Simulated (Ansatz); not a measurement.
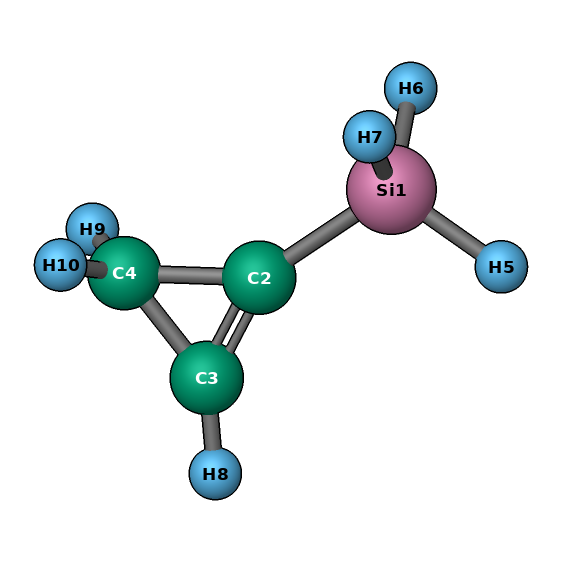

The questions are on Mulliken charges. The geometry was computed by an optimisation with PBE-D4/def2-SVP. No frequency run is at hand to confirm it as a minimum. Properties computed with RKS PBE-D4/def2-SVP (Ansatz 0.2.0).

Q: Which atom carries the highest charge (most positive or least negative)?

A: Si1 (0.31 e).

Q: And the lowest?

A: C3 (−0.12 e).

List the Mulliken charges.

```tsv
atom	value (e)
Si1	0.31
C2	−0.11
C3	−0.12
C4	−0.05
H5	−0.06
H6	−0.05
H7	−0.05
H8	0.03
H9	0.05
H10	0.05
```

Mulliken values depend strongly on the basis set and can even reverse the polarity of a bond.
